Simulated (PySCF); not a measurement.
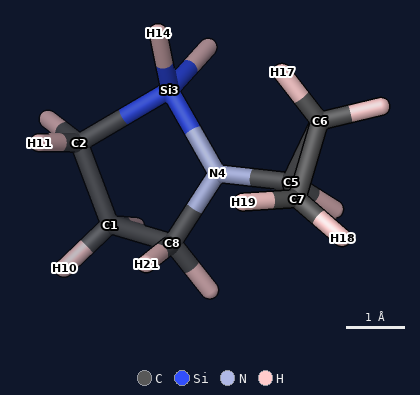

Fig. 1: The structure (stick view, seen at a tilt; atoms are numbered from 1 in the order of the input). Bond lengths as drawn: C–C 1.50 to 1.54 Å, C–H 1.09 to 1.11 Å, C–N 1.42 to 1.45 Å, C–Si 1.89 Å, H–Si 1.50 Å and N–Si 1.74 Å.

# Excited-state calculation, with input and output: C6H13NSi

C6H13NSi, computed with TDDFT wB97X-D/def2-SVPD, vertical, gas phase, core orbitals frozen in the response (PySCF 2.14.0).

The geometry comes from this level: PBE0-D3(BJ)/def2-SVP. It belongs to a series of runs on one base structure; here: H on N replaced by cPr.

## The input
```
{"job": {"kind": "uv", "xc": "wB97X-D", "basis": "def2-SVPD", "ip": true, "dynamic": true}, "charge": 0, "multiplicity": 1}
C     -2.049661    -1.098806     0.053163
C     -2.439091     0.385175     0.123907
Si    -0.921932     1.223106    -0.621800
N      0.129381    -0.114872    -0.248822
C      1.531946    -0.226533    -0.427473
C      2.401346     0.984449    -0.280129
C      2.452684    -0.097743     0.758212
C     -0.559712    -1.235944     0.368752
H     -2.226731    -1.468439    -0.971125
H     -2.655595    -1.725480     0.727478
H     -2.547539     0.716518     1.170873
H     -3.390019     0.596152    -0.386637
H     -1.029075     1.532259    -2.086247
H     -0.546228     2.508287     0.053886
H      1.848603    -0.950657    -1.194643
H      3.245721     1.093538    -0.965201
H      1.921544     1.927932    -0.005339
H      3.338888    -0.735636     0.809412
H      1.980032     0.109608     1.721892
H     -0.167609    -2.192203    -0.022904
H     -0.392497    -1.257481     1.466366
```

The first line tells a small driver script what to run in PySCF; the rest is the geometry in Å.

Run on 1 CPU thread, shared host.

Launch command:
```bash
OMP_NUM_THREADS=1 python <driver script> task.json out
```

## What the program printed
```
coarse grid: 17264 points
cycle   1  E = -580.1917426815  dE =  1.254e+00  |g| = 3.503e-01  |ddm| = 6.629e+00
cycle   2  E = -580.2078595463  dE = -1.612e-02  |g| = 2.909e-01  |ddm| = 1.088e+00
cycle   3  E = -580.2260413563  dE = -1.818e-02  |g| = 5.360e-02  |ddm| = 5.076e-01
cycle   4  E = -580.2266398072  dE = -5.985e-04  |g| = 2.428e-02  |ddm| = 1.265e-01
cycle   5  E = -580.2267826909  dE = -1.429e-04  |g| = 3.254e-03  |ddm| = 4.671e-02
cycle   6  E = -580.2267860190  dE = -3.328e-06  |g| = 9.264e-04  |ddm| = 1.186e-02
final grid: 160008 points
cycle   7  E = -580.3107815380  dE = -1.405e-04  |g| = 5.700e-03  |ddm| = 1.813e-01
cycle   8  E = -580.3107846339  dE = -3.096e-06  |g| = 5.187e-03  |ddm| = 2.686e-02
cycle   9  E = -580.3107906375  dE = -6.004e-06  |g| = 7.230e-04  |ddm| = 8.957e-03
cycle  10  E = -580.3107907475  dE = -1.100e-07  |g| = 4.196e-04  |ddm| = 2.469e-03
cycle  11  E = -580.3107907916  dE = -4.413e-08  |g| = 5.022e-05  |ddm| = 8.860e-04
cycle  12  E = -580.3107907927  dE = -1.072e-09  |g| = 1.916e-05  |ddm| = 2.327e-04
cycle  13  E = -580.3107907929  dE = -1.405e-10  |g| = 7.106e-06  |ddm| = 7.574e-05
```

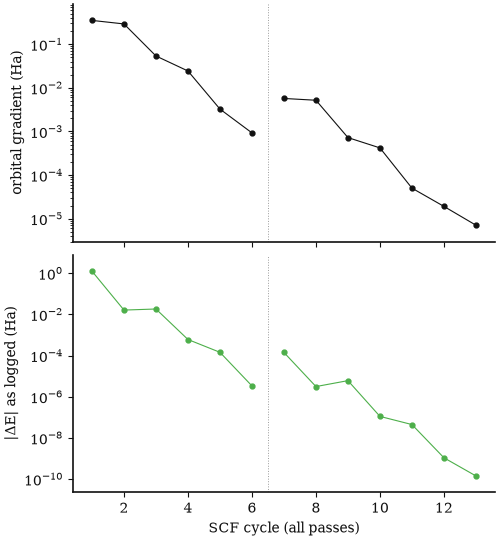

Fig. 2: Convergence of the self-consistent field: orbital gradient and size of the energy change against the SCF cycle. The dotted line marks the change from a coarse to the final integration grid. The first 6 cycles use a coarse grid, the final grid takes over at cycle 7, and the field converges after 13 cycles in all.

```
converged SCF energy = -580.3107907929

Static polarisability (au): isotropic 100.271, principal 86.103 102.440 112.269

Singlet excitations
state   eV       nm        f      main configurations
  1   6.0766    204.0   0.01170   H->L 0.60, H->L+1 0.25
  2   6.1680    201.0   0.00892   H->L+1 0.60, H->L 0.26
  3   6.8935    179.9   0.02190   H->L+4 0.89
  4   7.0510    175.8   0.01401   H->L+2 0.83
  5   7.1516    173.4   0.01138   H->L+3 0.70
  6   7.4093    167.3   0.02689   H->L+5 0.66, H->L+3 0.11, H->L+6 0.09
  7   7.6588    161.9   0.07208   H->L+6 0.34, H->L+8 0.21, H->L+9 0.20
  8   7.9724    155.5   0.00253   H->L+6 0.26, H->L+7 0.21, H->L+5 0.13
  9   8.0812    153.4   0.03245   H-1->L 0.56, H-2->L 0.13
 10   8.1362    152.4   0.02468   H->L+7 0.32, H-1->L+1 0.21, H->L+8 0.13

Triplet excitations (Tamm-Dancoff, eV): 5.8990 6.1247 6.8338 6.9803
Vertical ionisation energy (delta-SCF) = 7.9422 eV
```

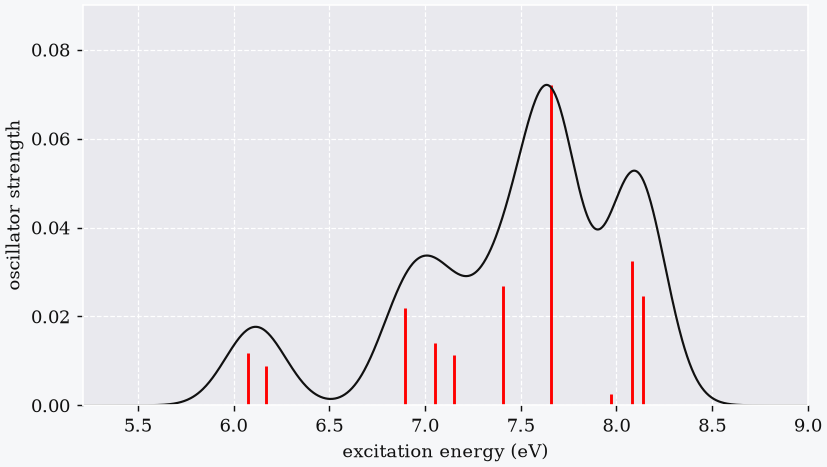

Fig. 3: Computed excitations as sticks (degenerate states added up, dark ones marked on the axis), with a Gaussian envelope of 0.35 eV full width at half maximum, scaled to the tallest. Of the 10 states the lowest lies at 6.08 eV (f = 0.012); the strongest line is at 7.66 eV, or 162 nm (f = 0.072).

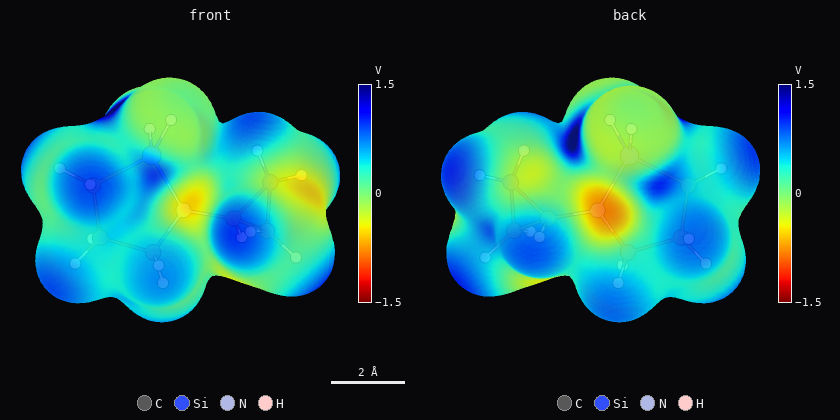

Fig. 4: The molecular electrostatic potential painted on the density surface at 0.004 e/bohr³, seen face on and from behind; red is negative and blue positive. Its dipole moment is 0.80 D.

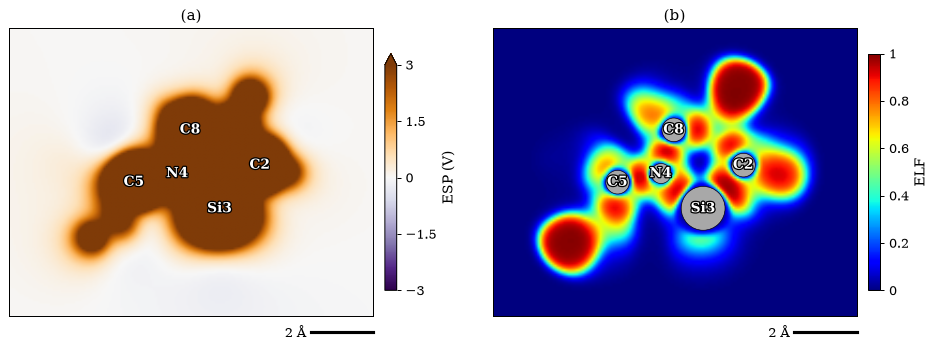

Fig. 5: (a) electrostatic potential; (b) ELF on the plane of atoms C2, Si3 and N4. Grey discs, where drawn, cover atomic cores. Atoms in the plane: C, Si and N. C–N (1.42 Å): the ELF peaks at about 0.95 between the atoms, which marks localised, shared-pair bonding. Si–N (1.74 Å): the ELF peaks at about 0.90 between the atoms (a shared but strongly polarised pair).

## Results in brief

- outcome: converged
- total energy: −580.310791 hartree
- HOMO: −7.97 eV
- LUMO: 2.20 eV
- dipole moment: 0.80 D
- mean polarisability: 100.27 a.u.
- vertical ionisation energy: 7.94 eV
- lowest singlet excitation: 6.08 eV
- wall time: 2.2 min
- peak memory: 1.3 GiB
